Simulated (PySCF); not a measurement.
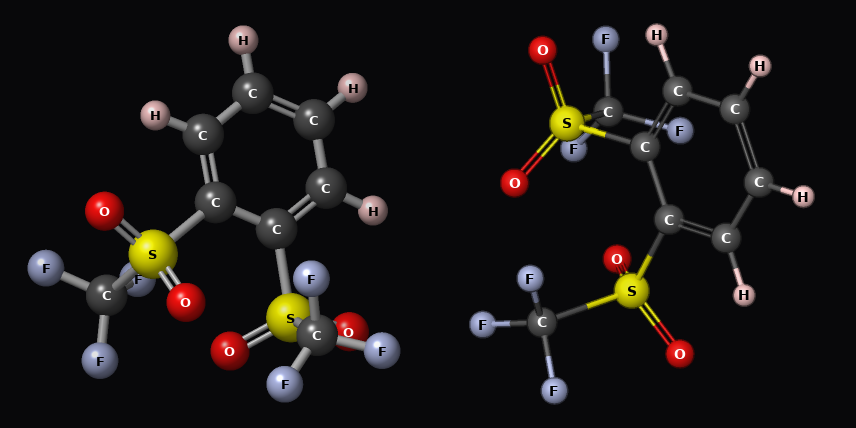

Two views of one molecule.

The computed structure is the end point of a GFN2-xTB optimisation. No frequency run is at hand to confirm it as a minimum.

Question: What is the molecular formula?

Answer: C8H4F6O4S2, 24 atoms: 8 carbon, 4 hydrogen, 6 fluorine, 4 oxygen and 2 sulfur.

Question: Name some functional groups or characteristic bonds that it holds.

Answer: Among them: sulfone, C–F bond.

Question: What is the point group of this geometry?

Answer: C2.

The parts below concern this one geometry. Atoms keep their numbers from picture to picture.

Excitation

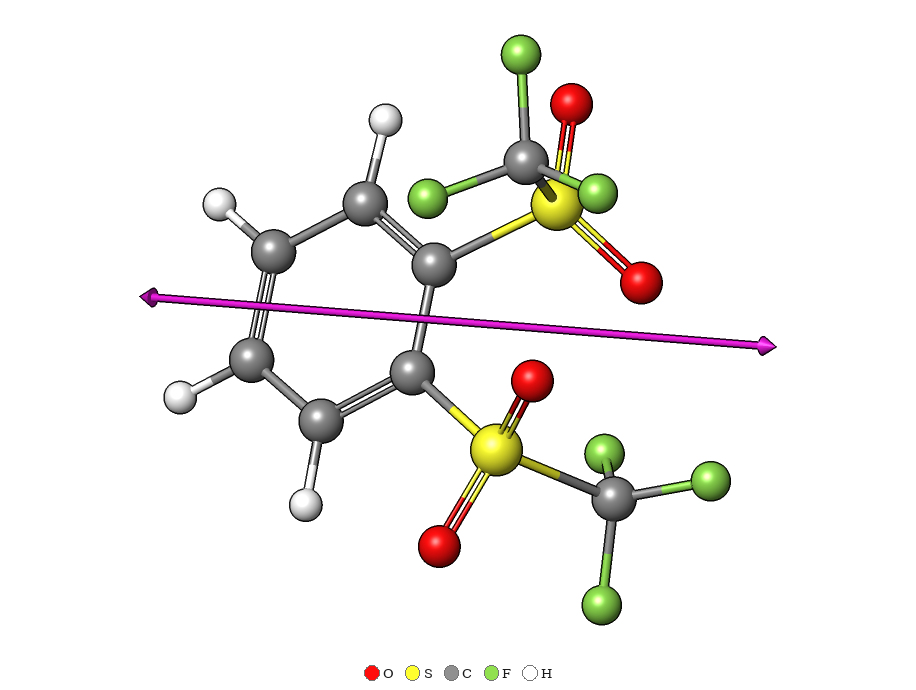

The double arrow shows the direction of the transition dipole to excited singlet state 1 (its length means nothing). No frequency run is at hand to confirm it as a minimum. Method: TDA PBE0/6-31G*, vertical, gas phase, core orbitals frozen in the response, virtual orbitals cut by energy (PySCF 2.14.0).

Question: Give its energy, strength and character.

Answer: 5.39 eV (230 nm), oscillator strength 0.031, mainly HOMO−1 → LUMO (weight 0.66); transition dipole 1.22 D.

NMR shielding

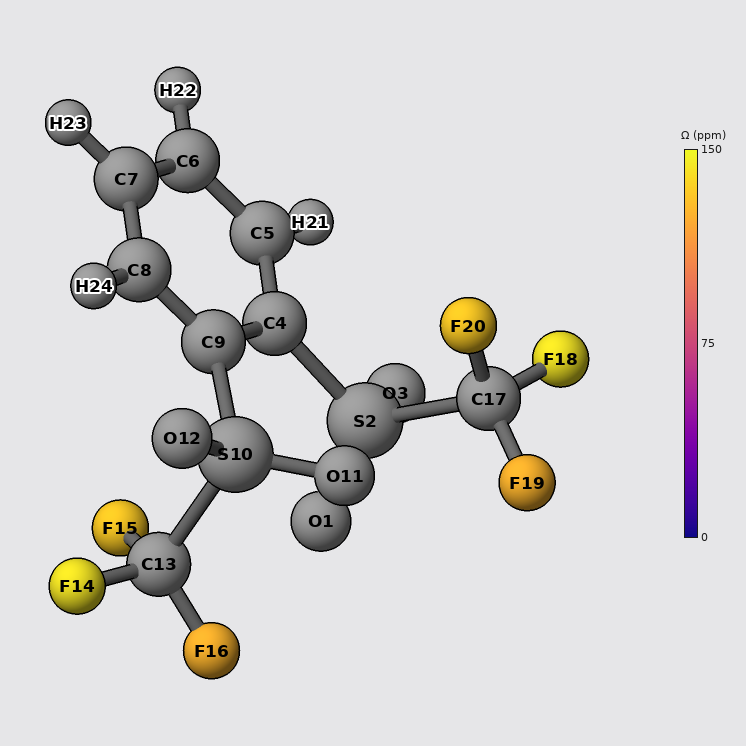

The F atoms are coloured by the span of their shielding tensor. No frequency run is at hand to confirm it as a minimum. Properties computed with GIAO KT3/pcSseg-1 NMR shielding, non-relativistic, gas phase (PySCF 2.14.0). Principal shieldings σ11 ≤ σ22 ≤ σ33, span Ω = σ33 − σ11, skew κ = 3(σiso − σ22)/Ω.

Give the shielding tensors of the F atoms.

```csv
atom,σ11,σ22,σ33,σiso,Ω,κ
"F14, F18",173.4,214.4,317.5,235.1,144.1,0.43
"F15, F20",171.6,206.4,305.7,227.9,134.1,0.48
"F16, F19",184.3,222.8,309.8,239.0,125.4,0.39
```

Shieldings and span in ppm.

Core levels

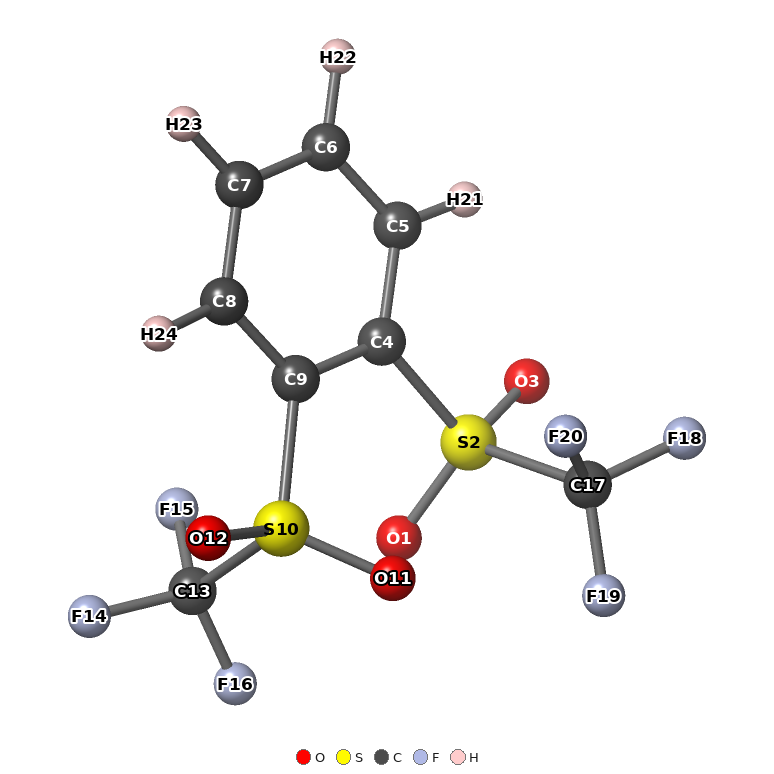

No frequency run is at hand to confirm it as a minimum. Level of theory: delta-SCF UKS SCAN, pcX-2 on the ionised atom, pcseg-1 elsewhere, spin-free X2C (atomic blocks) (PySCF 2.14.0).

Give the core-electron binding energies (to vacuum) of O1 1s, C13 1s.

```csv
atom,level,binding energy (eV)
O1,1s,538.3
C13,1s,298.4
```

Ring current

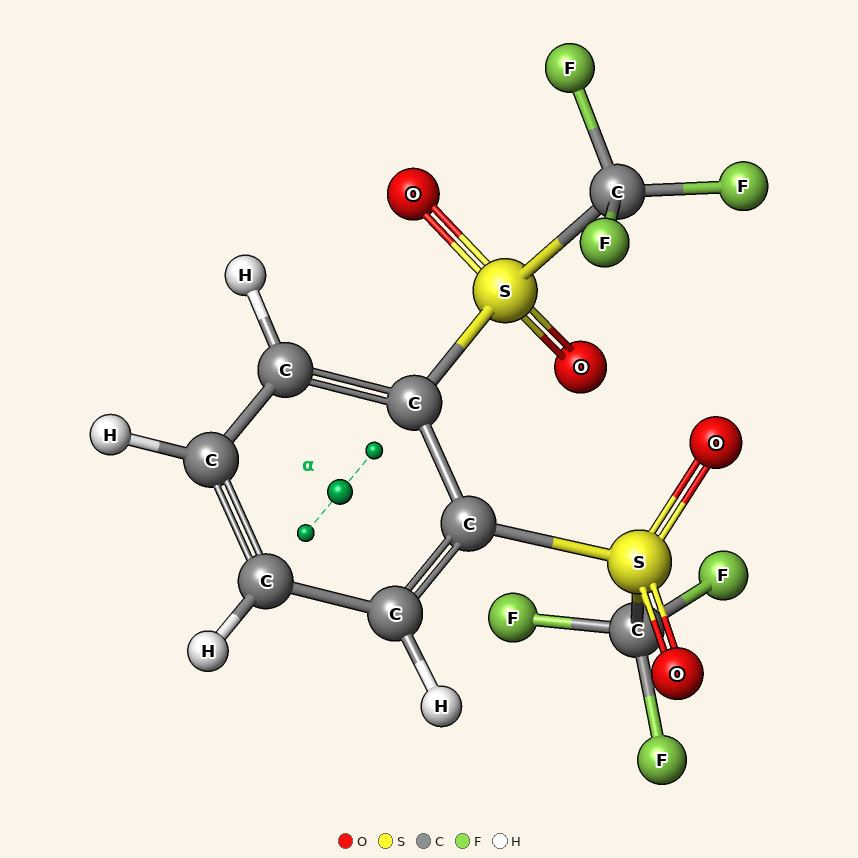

The small points mark where nucleus-independent chemical shifts (NICS) were computed: at the centre of each lettered ring and 1 Å above and below it. No frequency run is at hand to confirm it as a minimum. Level of theory: GIAO KT3/pcSseg-1 NMR shielding, non-relativistic, gas phase (PySCF 2.14.0).

Give NICS(0), NICS(1) and the out-of-plane component NICS(1)zz for each ring (means of the two sides).

| ring | members | NICS(0) | NICS(1) | NICS(1)zz |
| --- | --- | --- | --- | --- |
| α | C6 | −10.1 | −11.4 | −27.1 |

Values in ppm.

Question: What do the values say about the ring currents?

Answer: Ring α: diatropic, as in an aromatic ring. NICS is one index among several.
